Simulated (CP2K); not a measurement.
# GeH3O2 (SMILES [OH][GeH][OH]): PM6

What is the vertical ionisation energy of GeH3O2 at PM6? 

Program for the calculation: CP2K 2026.2.

**1. The system as given**

The species is GeH3O2 (6 atoms), meant as a doublet with charge 0. SMILES: `[OH][GeH][OH]`. Geometry: a GFN2-xTB relaxation, a rough one for these elements and not checked as a minimum. This is one conformer, not always the lowest.

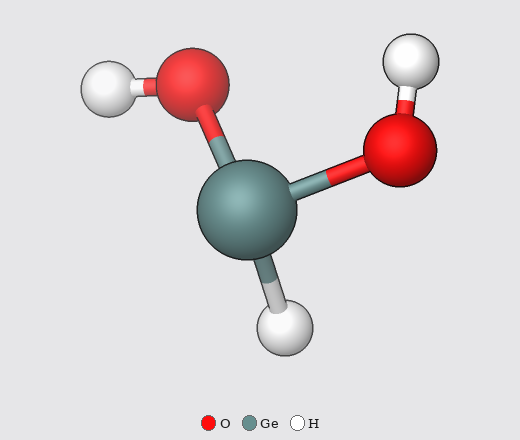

The structure, seen from a chosen angle (oxygen red, germanium teal, hydrogen white).

**2. Energy and gradient at PM6**

The input, job.inp:

```
&GLOBAL
  PROJECT job
  RUN_TYPE ENERGY_FORCE
  PRINT_LEVEL MEDIUM
&END

&FORCE_EVAL
  METHOD QS
  &DFT
    CHARGE 0
    MULTIPLICITY 2
    UNRESTRICTED_KOHN_SHAM T
    # Quickstep
    &QS
      METHOD PM6
      EPS_DEFAULT 1.0E-10
      &SE
        &COULOMB
          CUTOFF [angstrom] 50
          RC_RANGE [angstrom] 0
        &END
        &EXCHANGE
          CUTOFF [angstrom] 50
          RC_RANGE [angstrom] 0
        &END
      &END
    &END
    # cluster boundary conditions
    &POISSON
      PERIODIC NONE
      POISSON_SOLVER ANALYTIC
    &END
    &SCF
      SCF_GUESS ATOMIC
      EPS_SCF 1.0E-06
      MAX_SCF 80
      ADDED_MOS 4
      &DIAGONALIZATION
        ALGORITHM STANDARD
      &END
      &MIXING
        METHOD DIRECT_P_MIXING
        ALPHA 0.4
      &END
    &END
    # extra output
    &PRINT
      &MOMENTS
        PERIODIC F
        REFERENCE COM
        MAX_MOMENT 1
      &END
      &MO ON
        ENERGIES T
        OCCUPATION_NUMBERS T
        NDIGITS 6
        &EACH
          QS_SCF 0
        &END
        ADD_LAST NUMERIC
      &END
      &HIRSHFELD OFF
      &END
    &END
  &END
  &SUBSYS
    # vacuum box
    &CELL
      ABC [angstrom] 12.9 12.7 12.5
      PERIODIC NONE
    &END
    &COORD
      O     -1.002540    -0.727290    -0.273760
      Ge     0.486480     0.223970    -0.628220
      O      1.247560     0.135530     0.962580
      H     -1.638070    -0.874060    -0.968760
      H     -0.009510     1.803080    -0.617770
      H      0.916070    -0.561240     1.525930
    &END
    &TOPOLOGY
      &CENTER_COORDINATES
      &END
    &END
  &END
  &PRINT
    &FORCES ON
    &END
  &END
&END
```

Launch:

```console
OMP_NUM_THREADS=1 cp2k.psmp -i job.inp > job.out 2>&1
```

Log (excerpt; [...] marks lines left out):

```text
CP2K| version string:                                       CP2K version 2026.2
[...]
 GLOBAL| Method name                                                        CP2K
[...]
 GLOBAL| Run type                                                   ENERGY_FORCE
[...]
                             - Atoms:                                          6
[...]
                             - Spherical basis functions:                     15
[...]
 Number of electrons:                                                         10
[...]
     1 P_Mix/Diag. 0.40E+00    0.0     0.40758547       -22.2464141912 -2.22E+01
[...]
    19 DIIS/Diag.  0.49E-06    0.0     0.00000071       -25.8544488882 -8.05E-12
  *** SCF run converged in    19 steps ***
  Core-core repulsion energy [eV]:                            798.00144007060237
  Core Hamiltonian energy [eV]:                             -1197.80425333784615
  Two-electron integral energy [eV]:                         -607.46503965689146
  Electronic energy [eV]:                                   -1501.53677316629205
  Total energy [eV]:                                         -703.53533309568957
  Atomic reference energy [eV]:                               700.49251012167645
  Heat of formation [kcal/mol]:                               -70.16917029572315
[...]
 SE_DIPOLE| Moment [Debye]          0.77709237      -0.45730289       2.47969025
 SE_DIPOLE| Derivative [a.u.]       0.00000000       0.00000000       0.00000000
 ENERGY| Total FORCE_EVAL ( QS ) energy [hartree]            -25.854448888170854
 FORCES| Atomic forces [hartree/bohr]
 FORCES|   Atom     x               y               z               |f|
 FORCES|      1  2.38693666E-03  2.53819010E-03 -1.51694168E-02   1.55644171E-02
 FORCES|      2 -1.58306006E-02  4.27255517E-02  5.80831773E-03   4.59327469E-02
 FORCES|      3 -6.46606472E-03 -1.00454655E-02 -2.45573566E-03   1.21963932E-02
 FORCES|      4 -2.11420460E-04 -4.03365411E-03  9.90230130E-03   1.06944207E-02
 FORCES|      5  1.30995794E-02 -3.23659419E-02 -5.82480494E-03   3.53988916E-02
 FORCES|      6  7.02156972E-03  1.18131975E-03  7.73933834E-03   1.05164307E-02
 FORCES| Sum     4.51028104E-17 -1.80411242E-16 -2.49800181E-16
 FORCES| Total atomic force                                       3.11420310E-16
[...]
```

Run time: 0.48 s. Hardware: 1 thread of Arm Neoverse N1, shared host; peak memory 0.13 GiB.

**3. The singlet cation at the same level**

The input, gas.inp:

```
&GLOBAL
 PROJECT_NAME gas
 RUN_TYPE ENERGY_FORCE
 PRINT_LEVEL MEDIUM
&END GLOBAL

&FORCE_EVAL
 METHOD QS
 &DFT
  CHARGE 1
  &QS
   METHOD PM6
   EPS_DEFAULT 1.0E-10
   &SE
    &COULOMB
     CUTOFF [angstrom] 50
     RC_RANGE [angstrom] 0
    &END COULOMB
    &EXCHANGE
     CUTOFF [angstrom] 50
     RC_RANGE [angstrom] 0
    &END EXCHANGE
   &END SE
  &END QS
  &POISSON
   PERIODIC NONE
   POISSON_SOLVER ANALYTIC
  &END POISSON
  &SCF
   SCF_GUESS ATOMIC
   EPS_SCF 1.0E-06
   MAX_SCF 150
   ADDED_MOS 8
   &DIAGONALIZATION
    ALGORITHM STANDARD
   &END DIAGONALIZATION
   &MIXING
    METHOD DIRECT_P_MIXING
    ALPHA 0.4
   &END MIXING
  &END SCF
  ! extra output
  &PRINT
   &MOMENTS
    PERIODIC F
    REFERENCE COM
    MAX_MOMENT 1
   &END MOMENTS
   &MO ON
    ENERGIES T
    OCCUPATION_NUMBERS T
    NDIGITS 6
    &EACH
     QS_SCF 0
    &END EACH
    ADD_LAST NUMERIC
   &END MO
   &HIRSHFELD OFF
   &END HIRSHFELD
  &END PRINT
 &END DFT
 ! atoms, cell and kinds
 &SUBSYS
  &CELL
   ABC 12.9 12.7 12.5
   PERIODIC NONE
  &END CELL
  &COORD
   O     -1.002540    -0.727290    -0.273760
   Ge     0.486480     0.223970    -0.628220
   O      1.247560     0.135530     0.962580
   H     -1.638070    -0.874060    -0.968760
   H     -0.009510     1.803080    -0.617770
   H      0.916070    -0.561240     1.525930
  &END COORD
  &TOPOLOGY
   &CENTER_COORDINATES
   &END CENTER_COORDINATES
  &END TOPOLOGY
 &END SUBSYS
 &PRINT
  &FORCES ON
  &END FORCES
 &END PRINT
&END FORCE_EVAL
```

Launch:

```console
OMP_NUM_THREADS=1 cp2k.psmp -i gas.inp -o gas.out
```

Log (excerpt; [...] marks lines left out):

```text
CP2K| version string:                                       CP2K version 2026.2
[...]
 GLOBAL| Method name                                                        CP2K
[...]
 GLOBAL| Run type                                                   ENERGY_FORCE
[...]
                             - Atoms:                                          6
[...]
                             - Spherical basis functions:                     15
[...]
 Number of electrons:                                                         18
[...]
     1 P_Mix/Diag. 0.40E+00    0.0     0.76198698       -21.7274923400 -2.17E+01
[...]
    17 DIIS/Diag.  0.59E-07    0.0     0.00000013       -25.5560046197 -1.56E-12
  *** SCF run converged in    17 steps ***
  Core-core repulsion energy [eV]:                            798.00144007060237
  Core Hamiltonian energy [eV]:                             -1168.00568295686185
  Two-electron integral energy [eV]:                         -650.82001731849527
  Electronic energy [eV]:                                   -1493.41569161610937
  Total energy [eV]:                                         -695.41425154550700
  Atomic reference energy [eV]:                               700.49251012167645
  Heat of formation [kcal/mol]:                               117.10743407690501
[...]
 SE_DIPOLE| Moment [Debye]          0.06995207      -0.85038536       4.02517128
 SE_DIPOLE| Derivative [a.u.]       0.00000000       0.00000000       0.00000000
 ENERGY| Total FORCE_EVAL ( QS ) energy [hartree]            -25.556004619660484
 FORCES| Atomic forces [hartree/bohr]
 FORCES|   Atom     x               y               z               |f|
 FORCES|      1  4.15532614E-02  1.93399694E-02 -2.14189939E-02   5.05913159E-02
 FORCES|      2 -4.74360210E-02  4.89139981E-02  5.85413560E-02   8.98323197E-02
 FORCES|      3 -1.45969753E-02 -2.64202130E-03 -4.08261110E-02   4.34375794E-02
 FORCES|      4 -1.12177748E-02 -9.53682128E-03  2.50186086E-03   1.49348164E-02
 FORCES|      5  2.46244692E-02 -4.54284074E-02 -1.59894794E-02   5.40903701E-02
 FORCES|      6  7.07304049E-03 -1.06467176E-02  1.71913675E-02   2.14225025E-02
 FORCES| Sum    -7.28583860E-17  3.88578059E-16 -3.05311332E-16
 FORCES| Total atomic force                                       4.99516027E-16
[...]
```

Run time: 0.45 s. Hardware: 1 thread of Arm Neoverse N1, shared host; peak memory 0.13 GiB.

**4. What came out**

Level: PM6.

| quantity | value |
| --- | --- |
| doublet GeH3O2: total energy | -25.85445 Eh |
| doublet GeH3O2: dipole moment | 2.64 D |
| doublet GeH3O2: HOMO energy (highest over α and β) | -8.19 eV |
| doublet GeH3O2: LUMO energy (lowest over α and β) | -1.64 eV |
| doublet GeH3O2: heat of formation at this unrelaxed shape | -70.2 kcal/mol |
| doublet GeH3O2: largest force on an atom | 2.362 eV/Å |
| singlet cation: total energy | -25.55600 Eh |
| singlet cation: HOMO energy | -17.00 eV |
| singlet cation: LUMO energy | -8.04 eV |
| singlet cation: HOMO–LUMO gap | 8.96 eV |
| singlet cation: heat of formation at this unrelaxed shape | 117.1 kcal/mol |
| singlet cation: largest force on an atom | 4.619 eV/Å |
| vertical ionisation energy (to the singlet cation) | 8.121 eV |

In words: The vertical ionisation energy comes to 8.12 eV (187 kcal/mol). The largest force (doublet GeH3O2) is 2.36 eV/Å: the shape isn't a stationary point for this species at this level. Only the singlet of the ionised species was computed; a triplet could lie lower.
